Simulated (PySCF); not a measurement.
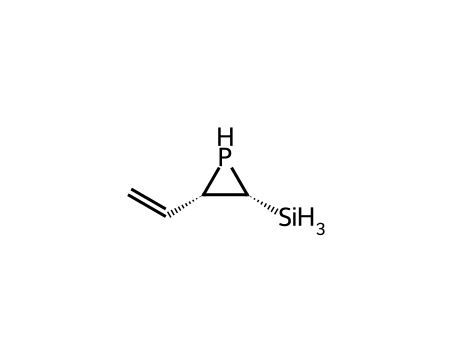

Question: Transcribe the drawing into SMILES.

Answer: C=C[C@@H]1P[C@@H]1[SiH3]

Question: Give the formula, hydrogens included.

Answer: C4H9PSi.

Question: An optimisation with GFN2-xTB gave a structure of which point group?

Answer: C1.

The parts below concern this one geometry. Atoms keep their numbers from picture to picture. The geometry was computed by an optimisation with GFN2-xTB. No frequency run is at hand to confirm it as a minimum.

## Geometry

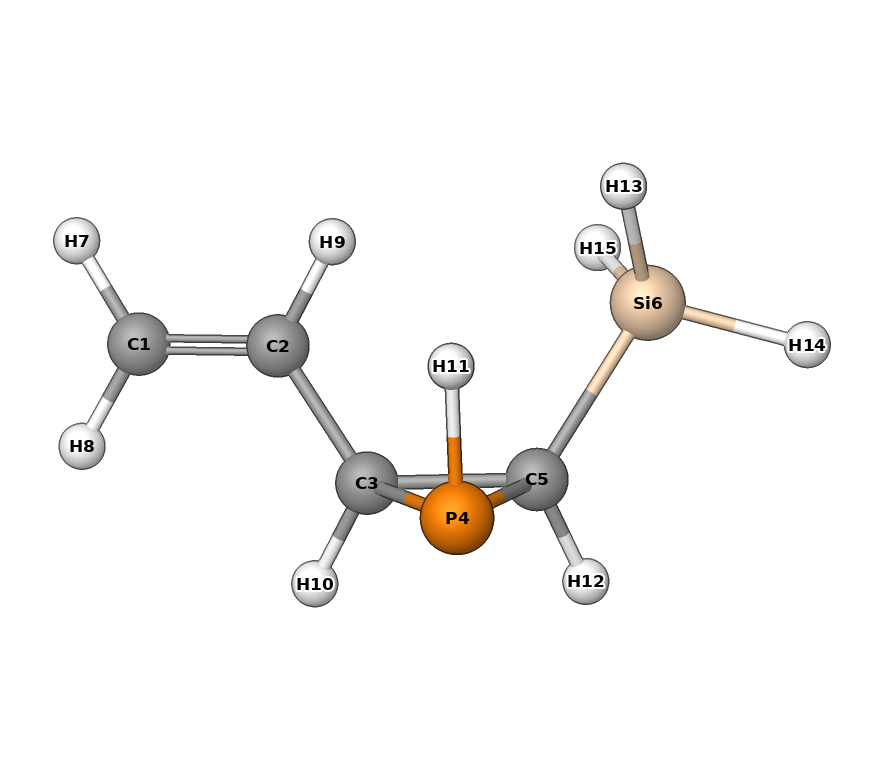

No frequency run is at hand to confirm it as a minimum.

Question: Describe the coordination of atom 4.

Answer: P4 has 3 neighbours (C3 at 1.87, C5 at 1.85, H11 at 1.40 Å); the arrangement is trigonal pyramidal.

Question: How are the neighbours of atom 6 arranged?

Answer: Si6 has 4 neighbours (C5 at 1.89, H13 at 1.47, H14 at 1.46, H15 at 1.46 Å); the arrangement is tetrahedral.

Question: Describe the coordination of atom 2.

Answer: C2 has 3 neighbours (C1 at 1.32, C3 at 1.46, H9 at 1.08 Å); the arrangement is trigonal planar.

Question: How are the neighbours of atom 1 arranged?

Answer: C1 has 3 neighbours (C2 at 1.32, H7 at 1.08, H8 at 1.08 Å); the arrangement is trigonal planar.

Question: What is the dihedral angle C1–C2–C3–C5?

Answer: 154° in size, that is anti.

## Dipole moment

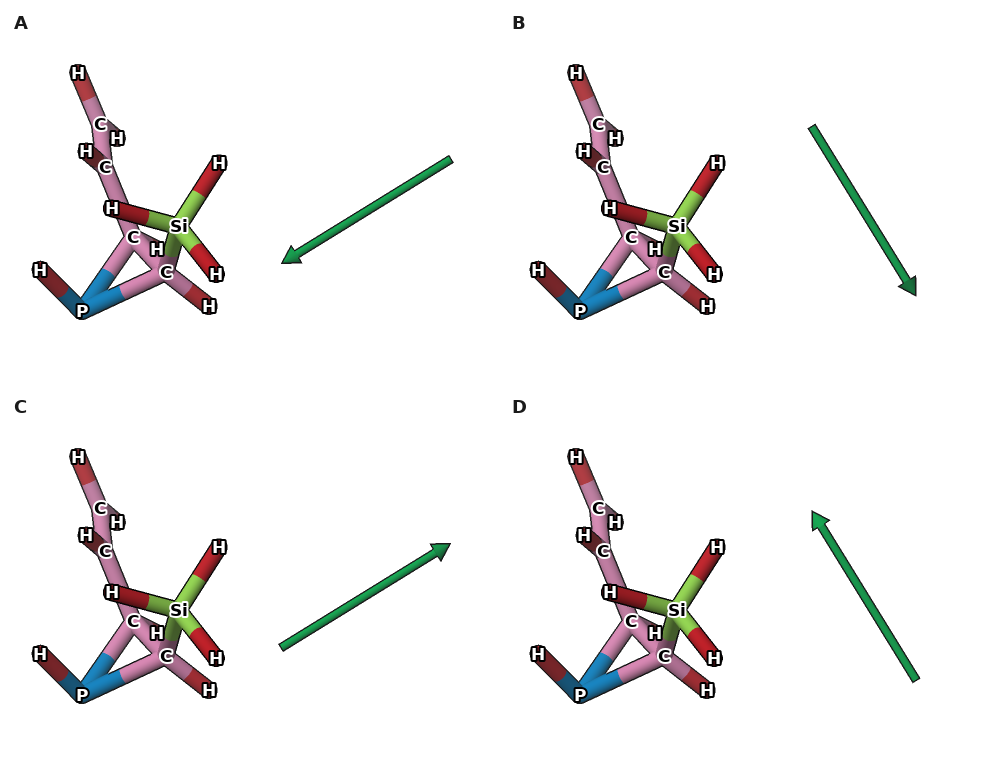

The same molecule four times, each with an arrow. No frequency run is at hand to confirm it as a minimum. Method: B3LYP/def2-SVPD, gas phase (PySCF 2.14.0).

Question: Which arrow points along the dipole moment, from the negative to the positive end?

Answer: C. The dipole moment is 0.60 D.

## Excitation

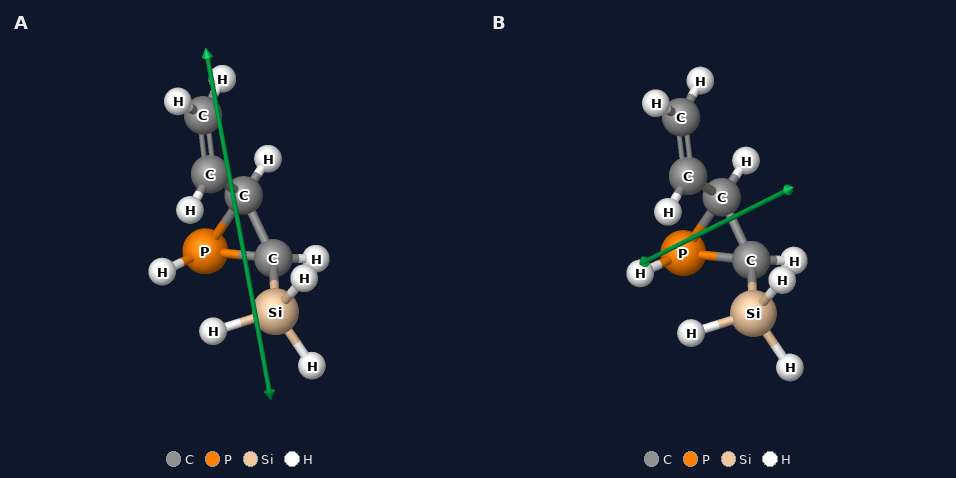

The double arrows show the directions of two transition dipoles from the ground state (lengths mean nothing). No frequency run is at hand to confirm it as a minimum. Properties computed with TDDFT B3LYP/def2-SVPD, vertical, gas phase, core orbitals frozen in the response (PySCF 2.14.0).

Question: One belongs to singlet state 2 and one to singlet state 7. Which is which?

Answer: A: state 2, 5.85 eV (212 nm), oscillator strength 0.20, mainly HOMO → LUMO+1 (weight 0.52).
B: state 7, 6.57 eV (189 nm), oscillator strength 0.061, mainly HOMO−1 → LUMO+1 (weight 0.56).

## Polarisability

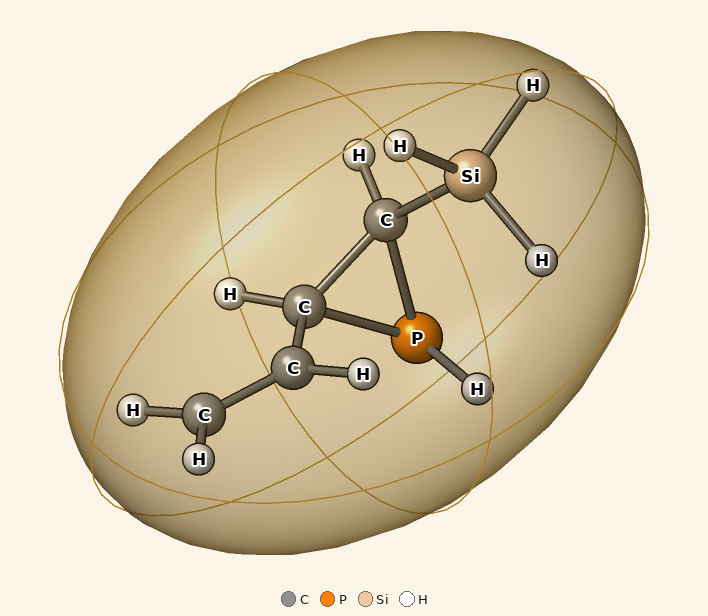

The ellipsoid shows the static dipole polarisability: its half-axes are proportional to the principal values. No frequency run is at hand to confirm it as a minimum. Level of theory: B3LYP/def2-SVPD (PySCF 2.14.0).

Question: Give the principal values, the mean and the anisotropy.

Answer: Principal values 81.9, 102.4, 124.0 bohr³; mean 102.8 bohr³ (15.23 Å³); anisotropy 36.4 bohr³, so the longest axis is 1.51 times the shortest.

The geometry is semi-empirical. Around P, Si such bond lengths and angles can be off by a tenth of an ångström or more and by several degrees, and values that hang on the shape move with them.
